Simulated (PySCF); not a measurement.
# C₆H₁₁BS: excited states, first hyperpolarisability

What do calculations give for the excited states, first hyperpolarisability of C₆H₁₁BS (`CSC=C=CB(C)C`)?

Programs: PySCF 2.14.0, with routines of our own; each step states its level. All values are computed. Atoms count from 0.

## Step 1: The starting structure

19 atoms, charge 0, multiplicity 1; geometry from: GFN2-xTB.

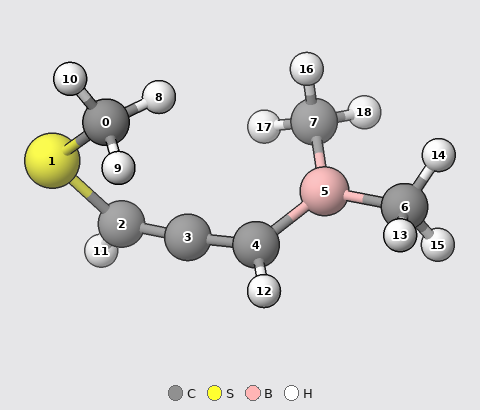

The starting geometry (carbon grey, sulfur yellow, boron pink, hydrogen white).

## Step 2: Relaxing the molecule at PBE0-D3(BJ)/def2-SVP

The job: settings as JSON, then the geometry in Å.

```
{"job": {"xc": "PBE0", "basis": "def2-SVP", "d3": "d3bj", "grid": 2, "kind": "geom"}, "charge": 0, "multiplicity": 1}
C      2.699045     0.663202    -0.582290
S      3.338703    -0.428687     0.714919
C      1.891388    -1.398136     1.053052
C      0.783123    -1.303424     0.391503
C     -0.339538    -1.102025    -0.249713
B     -1.393050    -0.045241     0.175603
C     -2.721176     0.089925    -0.664633
C     -1.129879     0.900571     1.411019
H      1.825212     1.188591    -0.207510
H      2.437464     0.072548    -1.455637
H      3.491742     1.363864    -0.823536
H      2.052357    -2.087456     1.865061
H     -0.525005    -1.715538    -1.127798
H     -2.615415    -0.216966    -1.703377
H     -3.140227     1.093610    -0.648067
H     -3.476268    -0.564492    -0.225822
H     -0.783282     1.871628     1.053126
H     -0.370692     0.527509     2.094745
H     -2.034308     1.099770     1.982549
```

Run with:

```
> OMP_NUM_THREADS=1 python excited_run.py task.json out
```

This one command runs all jobs of the session in turn.

The log of the run:

```text
step   0  E = -657.49543545  max force = 0.021320
step   1  E = -657.49835808  max force = 0.003146
step   2  E = -657.49844279  max force = 0.000642
step   3  E = -657.49846967  max force = 0.001513
step   4  E = -657.49849449  max force = 0.000608
step   5  E = -657.49850831  max force = 0.000646
step   6  E = -657.49851726  max force = 0.000458
step   7  E = -657.49852129  max force = 0.000164
optimisation converged
```

Run time: 1.8 min. Hardware: 1 thread of Arm Neoverse V1, shared host; peak memory 0.86 GiB.

Along the way:

| step | energy from step 0 (eV) | largest force component (eV/Å) |
| --- | --- | --- |
| 0 | 0.0000 | 1.0963 |
| 1 | -0.0795 | 0.1618 |
| 2 | -0.0818 | 0.0330 |
| 3 | -0.0826 | 0.0778 |
| 4 | -0.0832 | 0.0313 |
| 5 | -0.0836 | 0.0332 |
| 6 | -0.0839 | 0.0236 |
| 7 | -0.0840 | 0.0084 |

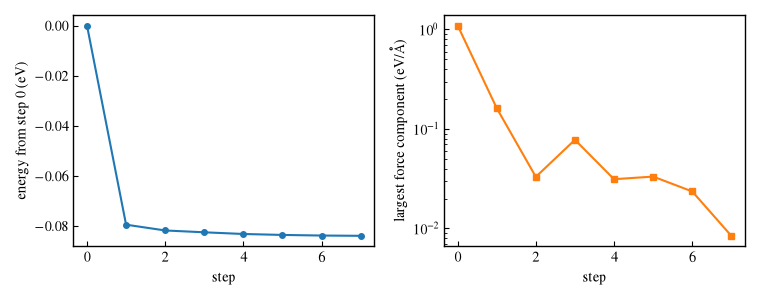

Energy and force, step by step.

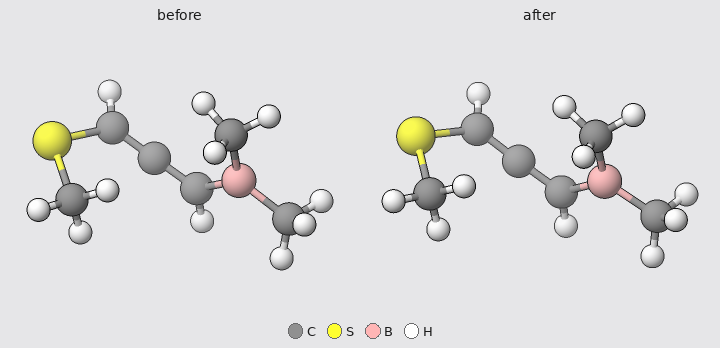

Before and after, at one scale.

Distances of close pairs at the start and the end, largest changes first:

| bond | before (Å) | after (Å) | change (Å) |
| --- | --- | --- | --- |
| C2–H11 | 1.077 | 1.096 | +0.019 |
| C6–H15 | 1.091 | 1.109 | +0.017 |
| C7–H16 | 1.091 | 1.107 | +0.016 |
| C2–C3 | 1.294 | 1.310 | +0.016 |
| C4–B5 | 1.552 | 1.566 | +0.014 |
| C7–H18 | 1.088 | 1.102 | +0.014 |
| C0–H8 | 1.086 | 1.100 | +0.014 |
| C4–H12 | 1.087 | 1.101 | +0.014 |

The final coordinates are the input of the step that follows.

```csv
at the end point,value
point group (found at 0.08 Å tolerance),C1
"rotational constants (GHz, main isotopes)","3.502, 0.724, 0.705"
dipole moment (D),1.01
```

## Step 3: Excited states: TDA CAM-B3LYP/def2-TZVP

The job: settings as JSON, then the geometry in Å.

```
{"job": {"kind": "states", "xc": "CAM-B3LYP", "basis": "def2-TZVP", "tda": true, "soc": true, "nstates": 6, "ntriplets": 5, "nquad": 4}, "charge": 0, "multiplicity": 1}
C      2.768318     0.775121    -0.238311
S      3.262224    -0.398408     1.033299
C      1.777150    -1.326125     1.223459
C      0.673972    -1.196129     0.528840
C     -0.456408    -1.006352    -0.125030
B     -1.532452     0.020796     0.364443
C     -2.911193     0.090357    -0.388443
C     -1.244035     0.964295     1.586785
H      1.921085     1.388500     0.102013
H      2.496565     0.259283    -1.170857
H      3.637665     1.421342    -0.420155
H      1.837804    -2.074813     2.022072
H     -0.625349    -1.599450    -1.036791
H     -2.873516    -0.234316    -1.439544
H     -3.408691     1.070097    -0.321552
H     -3.577079    -0.626327     0.132919
H     -1.008792     1.963854     1.171983
H     -0.392139     0.662063     2.213408
H     -2.134300     1.114568     2.218779
```

With the program's defaults for keys left out, this is: TDA CAM-B3LYP/def2-TZVP excited states, vertical, gas phase, spin-orbit mean-field couplings.

The log of the run:

```text
coarse grid: 16048 points
cycle   1  E = -658.1756606626  dE =  8.576e-01  |g| = 4.306e-01  |ddm| = 3.280e+00
cycle   2  E = -658.1969736169  dE = -2.131e-02  |g| = 3.509e-01  |ddm| = 7.138e-01
cycle   3  E = -658.2268309000  dE = -2.986e-02  |g| = 7.006e-02  |ddm| = 3.256e-01
cycle   4  E = -658.2278200263  dE = -9.891e-04  |g| = 4.205e-02  |ddm| = 9.453e-02
cycle   5  E = -658.2282795337  dE = -4.595e-04  |g| = 5.386e-03  |ddm| = 4.058e-02
cycle   6  E = -658.2282886813  dE = -9.148e-06  |g| = 1.753e-03  |ddm| = 1.272e-02
final grid: 149296 points
cycle   7  E = -658.2167241010  dE = -5.209e-05  |g| = 5.153e-03  |ddm| = 6.789e-02
cycle   8  E = -658.2167253682  dE = -1.267e-06  |g| = 4.573e-03  |ddm| = 9.064e-03
cycle   9  E = -658.2167301285  dE = -4.760e-06  |g| = 3.811e-04  |ddm| = 3.200e-03
cycle  10  E = -658.2167301529  dE = -2.441e-08  |g| = 2.845e-04  |ddm| = 7.534e-04
cycle  11  E = -658.2167301721  dE = -1.919e-08  |g| = 4.993e-05  |ddm| = 2.861e-04
cycle  12  E = -658.2167301729  dE = -8.311e-10  |g| = 2.004e-05  |ddm| = 8.756e-05
converged SCF energy = -658.2167301729

Singlet excitations
state   eV       nm        f     d(h-e)  d(exc)  Lambda  PR(NTO)  |dmu|/D   mu/D   main configurations
  1   3.5681   347.5   0.00020   1.586   3.311   0.458   1.015    4.936    4.472   H->L 0.92
  2   5.4140   229.0   0.00264   0.562   2.798   0.425   1.098    2.174    2.416   H->L+3 0.54, H->L+1 0.26
  3   6.0191   206.0   0.00400   0.847   2.925   0.472   1.066    3.325    3.948   H-3->L 0.51, H-2->L 0.38
  4   6.1453   201.8   0.22420   0.719   3.107   0.663   1.403    2.470    2.025   H-1->L 0.63, H-2->L 0.13
  5   6.1683   201.0   0.13548   0.876   3.122   0.591   2.000                     H->L+2 0.51, H-3->L 0.19, H-2->L 0.12
  6   6.2402   198.7   0.52967   0.649   3.046   0.582   1.954                     H->L+2 0.25, H-3->L 0.19, H-1->L 0.19

Triplet excitations (Tamm-Dancoff)
state   eV     d(h-e)  d(exc)  Lambda  PR(NTO)   main configurations
  1   3.2109   1.427   3.209   0.459   1.024   H->L 0.90
  2   3.9047   0.201   2.467   0.730   1.212   H-1->L 0.82
  3   4.1876   0.444   2.575   0.678   1.222   H->L+2 0.75, H-1->L 0.09
  4   4.9405   0.464   2.636   0.424   1.111   H->L+3 0.56, H->L+1 0.20
  5   5.6394   0.565   2.802   0.469   1.249   H-2->L 0.48, H-3->L 0.31
S1 - T1 = 0.3571 eV

Spin-orbit couplings |<S|Hso|T>| (cm-1)
             T1       T2       T3       T4       T5
S0       67.469    5.409   10.161  148.905   49.141
S1        1.460   32.128   11.894   29.183    6.994
S2       30.213    7.854   19.231    3.932   16.738
S3        6.846    9.864    2.445    7.794    1.511
S4       40.203    9.813    1.566   15.525   12.990
S5       32.334   13.451    1.655   26.323   16.013
S6        6.617   10.534    6.410   16.309    6.384
T1 sublevels (cm-1): 0.000 0.020 0.226   radiative rates (1/s): 261 4.82 1.82e+03
```

Run time: 94 s. Hardware: 1 thread of Arm Neoverse V1, shared host; peak memory 1.4 GiB.

In short:

```
  quantity    value
S1 less T1  0.36 eV
```

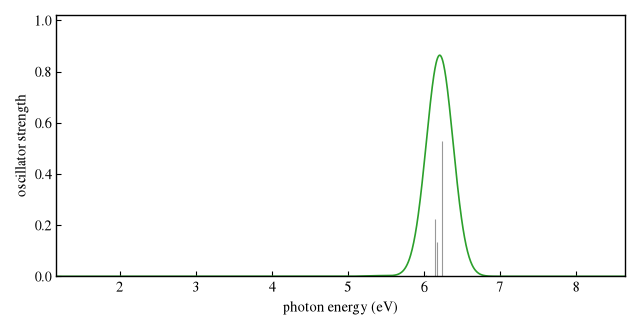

Absorption lines of the singlets. Lines are broadened to a width of 0.40 eV (Gaussian).

## Step 4: Excited states: TDDFT CAM-B3LYP/aug-cc-pVDZ

The job, as its differences from that of step 3:

```diff
@@ -1,2 +1,2 @@
-{"job": {"kind": "states", "xc": "CAM-B3LYP", "basis": "def2-TZVP", "tda": true, "soc": true, "nstates": 6, "ntriplets": 5, "nquad": 4}, "charge": 0, "multiplicity": 1}
+{"job": {"kind": "states", "xc": "CAM-B3LYP", "basis": "aug-cc-pVDZ", "tpa": true, "nstates": 8, "nquad": 6, "ntriplets": 0}, "charge": 0, "multiplicity": 1}
 C      2.768318     0.775121    -0.238311
```

With the program's defaults for keys left out, this is: TDDFT CAM-B3LYP/aug-cc-pVDZ excited states, vertical, gas phase, two-photon moments by quadratic response.

The log of the run:

```text
coarse grid: 16048 points
cycle   1  E = -658.0569180157  dE =  9.225e-01  |g| = 3.988e-01  |ddm| = 1.393e+01
cycle   2  E = -658.0766902462  dE = -1.977e-02  |g| = 3.276e-01  |ddm| = 2.330e+00
cycle   3  E = -658.1042138765  dE = -2.752e-02  |g| = 6.653e-02  |ddm| = 8.805e-01
cycle   4  E = -658.1052132668  dE = -9.994e-04  |g| = 3.664e-02  |ddm| = 2.627e-01
cycle   5  E = -658.1055846509  dE = -3.714e-04  |g| = 4.746e-03  |ddm| = 1.239e-01
cycle   6  E = -658.1055923121  dE = -7.661e-06  |g| = 1.239e-03  |ddm| = 2.268e-02
final grid: 149296 points
cycle   7  E = -658.1286117099  dE = -2.351e-05  |g| = 3.968e-03  |ddm| = 1.834e-01
cycle   8  E = -658.1286128733  dE = -1.163e-06  |g| = 3.462e-03  |ddm| = 2.552e-02
cycle   9  E = -658.1286158995  dE = -3.026e-06  |g| = 2.788e-04  |ddm| = 9.633e-03
cycle  10  E = -658.1286159184  dE = -1.888e-08  |g| = 1.726e-04  |ddm| = 1.336e-03
cycle  11  E = -658.1286159263  dE = -7.874e-09  |g| = 4.537e-05  |ddm| = 6.499e-04
cycle  12  E = -658.1286159270  dE = -7.431e-10  |g| = 1.403e-05  |ddm| = 1.703e-04
converged SCF energy = -658.1286159270

Singlet excitations
state   eV       nm        f     d(h-e)  d(exc)  Lambda  PR(NTO)  |dmu|/D   mu/D   delta(TPA)   sigma/GM   main configurations
  1   3.5286   351.4   0.00044   1.550   3.340   0.452   1.020    4.812    4.263        0.54      0.002   H->L 0.92
  2   5.1590   240.3   0.00107   1.435   3.865   0.237   1.042    5.736    5.462       14.53      0.142   H->L+1 0.36, H->L+2 0.31
  3   5.3783   230.5   0.00254   1.397   4.191   0.230   1.026    6.771    7.702       12.80      0.136   H->L+3 0.34, H->L+1 0.30
  4   5.8453   212.1   0.00985   1.067   3.983   0.386   1.772    3.147    2.614      138.58      1.735   H-1->L 0.22, H->L+3 0.16, H->L+4 0.14
  5   5.9012   210.1   0.20059   0.208   3.340   0.522   1.730    0.608    0.932       54.89      0.700   H-1->L 0.42, H-2->L 0.24
  6   5.9273   209.2   0.41666   0.891   3.618   0.416   1.990    2.533    2.347      235.40      3.030   H->L+8 0.22, H-1->L 0.20, H->L+4 0.18
  7   6.0135   206.2   0.02458   0.827   3.404   0.406   1.573                                            H-3->L 0.58
  8   6.1462   201.7   0.03103   0.748   4.574   0.316   1.803                                            H->L+2 0.26, H-3->L 0.13, H-2->L 0.13
```

Run time: 1.8 min. Hardware: 1 thread of Arm Neoverse V1, shared host; peak memory 1.3 GiB.

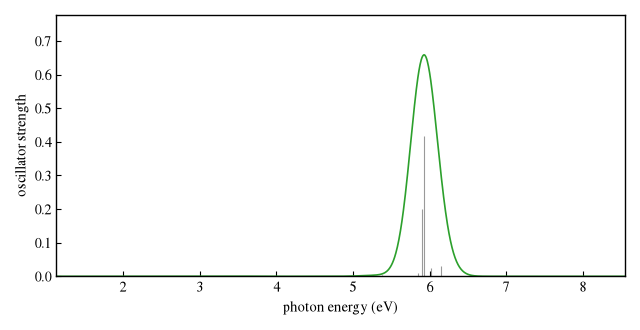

Absorption lines of the singlets. Lines are broadened to a width of 0.40 eV (Gaussian).

## Step 5: First hyperpolarisability: quadratic response CAM-B3LYP/aug-cc-pVDZ

The job, as its differences from that of step 4:

```diff
@@ -1,2 +1,2 @@
-{"job": {"kind": "states", "xc": "CAM-B3LYP", "basis": "aug-cc-pVDZ", "tpa": true, "nstates": 8, "nquad": 6, "ntriplets": 0}, "charge": 0, "multiplicity": 1}
+{"job": {"kind": "beta", "xc": "CAM-B3LYP", "basis": "aug-cc-pVDZ"}, "charge": 0, "multiplicity": 1}
 C      2.768318     0.775121    -0.238311
```

Method: quadratic response CAM-B3LYP/aug-cc-pVDZ first hyperpolarisability, Taylor convention, gas phase.

The log of the run:

```text
coarse grid: 16048 points
cycle   1  E = -658.0569180157  dE =  9.225e-01  |g| = 3.988e-01  |ddm| = 1.393e+01
cycle   2  E = -658.0766902462  dE = -1.977e-02  |g| = 3.276e-01  |ddm| = 2.330e+00
cycle   3  E = -658.1042138765  dE = -2.752e-02  |g| = 6.653e-02  |ddm| = 8.805e-01
cycle   4  E = -658.1052132668  dE = -9.994e-04  |g| = 3.664e-02  |ddm| = 2.627e-01
cycle   5  E = -658.1055846509  dE = -3.714e-04  |g| = 4.746e-03  |ddm| = 1.239e-01
cycle   6  E = -658.1055923121  dE = -7.661e-06  |g| = 1.239e-03  |ddm| = 2.268e-02
final grid: 149296 points
cycle   7  E = -658.1286117099  dE = -2.351e-05  |g| = 3.968e-03  |ddm| = 1.834e-01
cycle   8  E = -658.1286128733  dE = -1.163e-06  |g| = 3.462e-03  |ddm| = 2.552e-02
cycle   9  E = -658.1286158995  dE = -3.026e-06  |g| = 2.788e-04  |ddm| = 9.633e-03
cycle  10  E = -658.1286159184  dE = -1.888e-08  |g| = 1.726e-04  |ddm| = 1.336e-03
cycle  11  E = -658.1286159263  dE = -7.874e-09  |g| = 4.537e-05  |ddm| = 6.499e-04
cycle  12  E = -658.1286159270  dE = -7.431e-10  |g| = 1.403e-05  |ddm| = 1.703e-04
converged SCF energy = -658.1286159270

Lowest singlets (eV, f): 3.5286 0.0004  5.1590 0.0011  5.3783 0.0025

First hyperpolarisability (au)
process     nm      |vector|   parallel      HRS      DR
static         -      233.73     -57.89      95.35   5.265
shg       1907.0      255.37     -64.74     103.83   5.321
eope      1907.0      240.65     -60.07          -       -
shg       1064.0      314.39     -83.72     127.08   5.411
eope      1064.0      257.00     -65.26          -       -
```

Wall time 87 s (1 thread of Arm Neoverse V1, shared host); peak memory 1.2 GiB.

## Step 6: Outcome

| quantity | value |
| --- | --- |
| point group | C1 |
| rotational constants (main isotopes) | 3.50, 0.72, 0.70 GHz |
| S1 less T1 (step 3, TDA CAM-B3LYP/def2-TZVP) | 0.36 eV |
| β vector (step 5, quadratic response CAM-B3LYP/aug-cc-pVDZ) | static 234, SHG 1907.0 nm 255, SHG 1064.0 nm 314 au |

In words: The optimisation took 7 steps and gained 0.084 eV; among the close pairs (by a distance rule), C2–H11 changed most, from 1.077 to 1.096 Å. In step 3, the number of triplets below S1 is 1, and the largest singlet-triplet spin-orbit coupling is S0–T4, 148.91 cm⁻¹. β grows from 234 au (static) to 314 au for doubling at 1064.0 nm: normal dispersion, which grows as twice the photon energy moves toward the bright states.
